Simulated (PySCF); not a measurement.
SMILES FCCCl (C2H4ClF) at its PBE/def2-SVP optimised geometry (Å):

```
8

F      1.5158    -0.7193     0.0000
C      0.1362    -0.7193     0.0000
C     -0.4158     0.6905     0.0000
Cl    -0.0700     1.5679     1.5328
H     -0.2291    -1.2788     0.8902
H     -0.2271    -1.2394    -0.9182
H      0.0291     1.2788    -0.8265
H     -1.5158     0.6635    -0.1334
```

Computed with PySCF with PBE/def2-TZVP. Cells within 0.4 Å of a nucleus heavier than hydrogen are left out (blank, or x).

Map of the deformation density (molecule minus spherical neutral atoms) (e/bohr³) on the plane z = 0.0 Å:

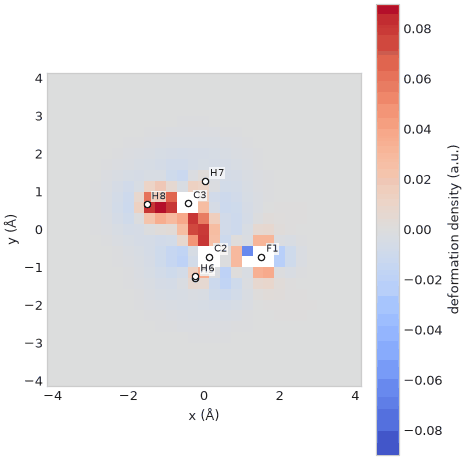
Deformation density (molecule minus spherical neutral atoms) (e/bohr³) on the plane z = 0.0 Å.
